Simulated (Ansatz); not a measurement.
```yaml
atoms:
  - { symbol: Si, position_ang: [0.0042, -0.0274, 0.2871] }
  - { symbol: H, position_ang: [0.7534, 0.1995, 1.5463] }
  - { symbol: F, position_ang: [1.0960, -0.1693, -0.9416] }
  - { symbol: O, position_ang: [-0.9589, 1.3152, 0.0702] }
  - { symbol: C, position_ang: [-1.9504, 1.4294, -0.9462] }
  - { symbol: H, position_ang: [-2.5379, 0.4987, -1.0562] }
  - { symbol: H, position_ang: [-2.6349, 2.2438, -0.6635] }
  - { symbol: H, position_ang: [-1.4927, 1.6745, -1.9203] }
  - { symbol: H, position_ang: [-0.8088, -1.2776, 0.2520] }
```

Theory: RKS B3LYP/cc-pVDZ (Ansatz 0.2.0).

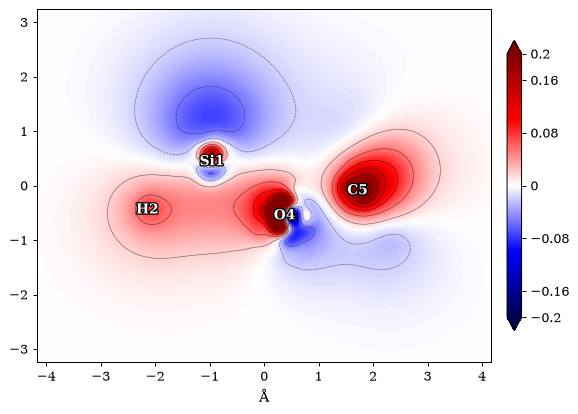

CH5FOSi. The HOMO on the plane of atoms H2, Si1 and O4 (values in Å⁻³ᐟ²; the overall sign is arbitrary).

Describe this orbital and give its energy.

It lies mainly on O4 (about 60 %), C5 (about 15 %) and H8 (about 10 %). Its energy is −8.23 eV.
